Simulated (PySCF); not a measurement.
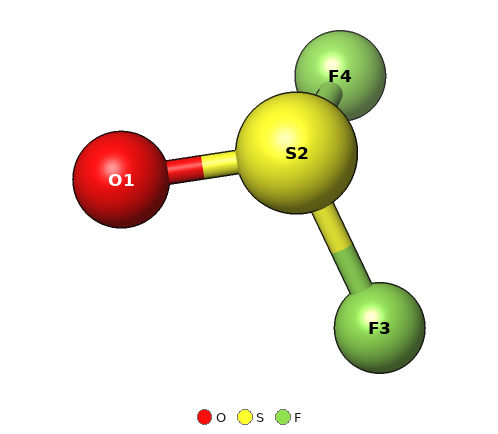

Computed geometry: PBE0-D3(BJ)/def2-TZVP optimisation. No frequency run is at hand to confirm it as a minimum. Properties computed with delta-SCF UKS SCAN, pcX-3 on the ionised atom, pcseg-2 elsewhere, spin-free X2C (PySCF 2.14.0).

Give the core-electron binding energies (to vacuum; p and d levels without spin–orbit splitting) of O1 1s, S2 1s, S2 2p, F3 1s.

| atom | level | binding energy (eV) |
| --- | --- | --- |
| O1 | 1s | 539.7 |
| S2 | 1s | 2484.8 |
| S2 | 2p | 176.4 |
| F3 | 1s | 694.0 |
